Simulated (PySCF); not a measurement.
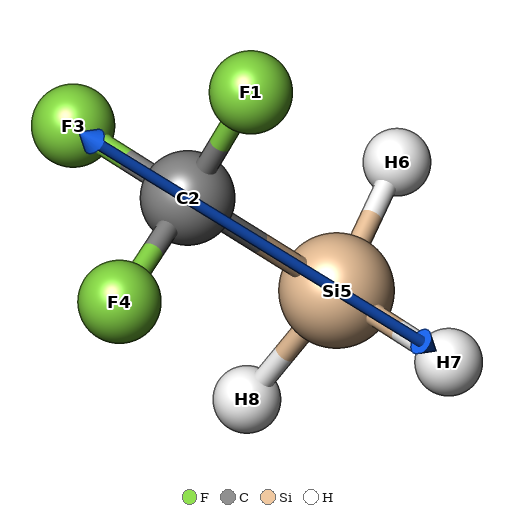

The double arrow shows the direction of the transition dipole to excited singlet state 1 (its length means nothing). The computed structure is the end point of a GFN2-xTB optimisation. No frequency run is at hand to confirm it as a minimum. Properties computed with TDDFT PBE0/def2-SVPD, vertical, gas phase, core orbitals frozen in the response (PySCF 2.14.0).

How is the transition polarised?

Nearly parallel to the C2–Si5 bond.

Where does the transition lie, and how strong is it?

8.47 eV (146 nm), oscillator strength 0.065, mainly HOMO → LUMO (weight 0.94); transition dipole 1.43 D.

The geometry is semi-empirical. Around Si such bond lengths and angles can be off by a tenth of an ångström or more and by several degrees, and values that hang on the shape move with them.
